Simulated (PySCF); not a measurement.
**C₆H₁₀Cl₂OSi (SMILES C=C[C@](C=O)(C[SiH3])C(Cl)Cl): density, localisation and related maps**

The calculation's input:

```
{"job": {"kind": "nmr", "xc": "PBE0", "basis": "pcSseg-1"}, "charge": 0, "multiplicity": 1}
C      2.440082    -0.704490    -0.887348
C      1.539626     0.260757    -0.906833
C      0.327008     0.317071    -0.012954
C      0.687742     0.145410     1.453200
O     -0.062388     0.383309     2.355459
C     -0.632122    -0.843520    -0.358309
Si    -2.309167    -0.923791     0.559562
C     -0.382895     1.665110    -0.138684
Cl    -1.041120     1.920651    -1.761153
Cl     0.757260     2.981760     0.246761
H      3.279247    -0.698795    -1.560461
H      2.382938    -1.543240    -0.212706
H      1.634204     1.071311    -1.614655
H      1.702243    -0.251355     1.630806
H     -0.819929    -0.801280    -1.432895
H     -0.092160    -1.775369    -0.179903
H     -2.138056    -1.074144     1.998112
H     -3.111239     0.254780     0.233749
H     -2.959522    -2.117080     0.012852
H     -1.206898     1.743580     0.572364
```

Run with:

```sh
OMP_NUM_THREADS=1 python probes_run.py task.json out
```

Geometry: GFN2-xTB.

Theory: PySCF, PBE0/pcSseg-1, SCF density, gas phase, non-relativistic.

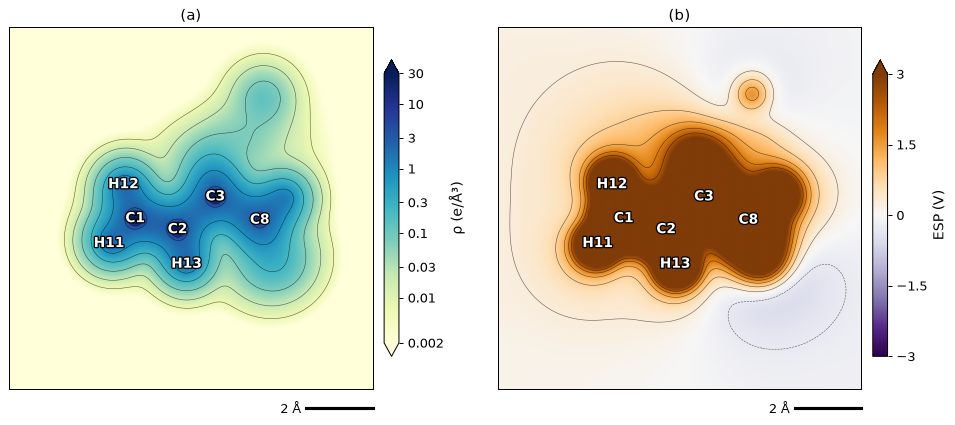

Figure 1. (a) electron density; (b) molecular electrostatic potential on the plane of atoms C1, C2 and H13.

Read the bonding off the picture.

Atoms in the plane: C and H.
C–C (1.32 Å): the density is about 2.3 e/Å³ at the midpoint.
C–H (1.08 Å): ρ is about 2 e/Å³ halfway.
C–C (1.51 Å): the density is about 1.7 e/Å³ at the midpoint.
Outside the dense part of the molecule the potential is most negative (−0.5 V) near Cl9, which lies off the plane.

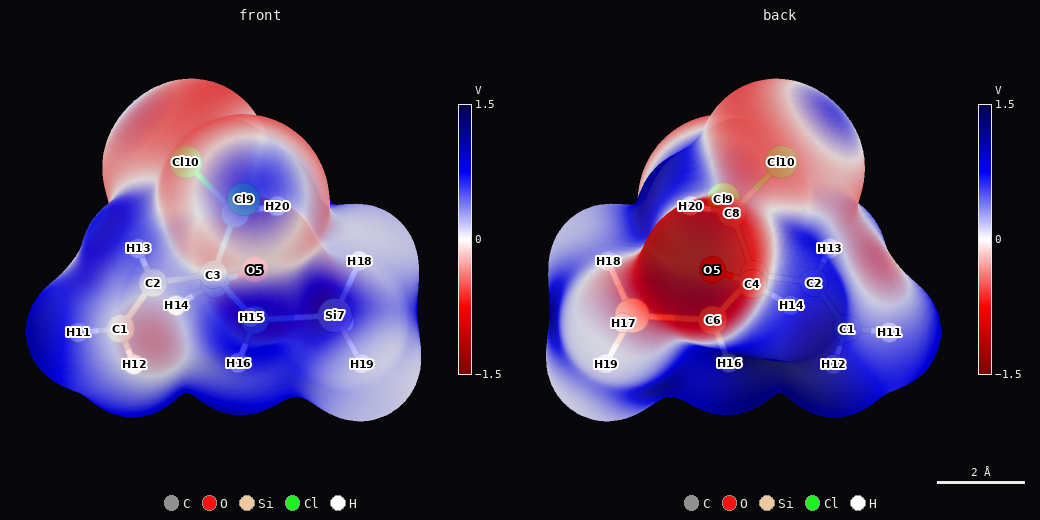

Figure 2. The molecular electrostatic potential painted on the density surface at 0.002 e/bohr³, seen from the front and from behind; the colour scale runs from red (negative) to blue (positive).

Describe the electrostatic potential map.

The most negative region (about −1.3 V) lies over O5, the most positive (about +1.4 V) over C4, H12 and H16. Cl9 shows a σ-hole: about +0.6 V at the tip opposite its bond, against about 0.0 V on its flanks. Cl10 shows a σ-hole: about +0.5 V at the tip opposite its bond, against about −0.3 V on its flanks. O5 is the likeliest acceptor of a hydrogen bond.

How polar is the molecule by this calculation?

Its dipole moment is 2.63 D.
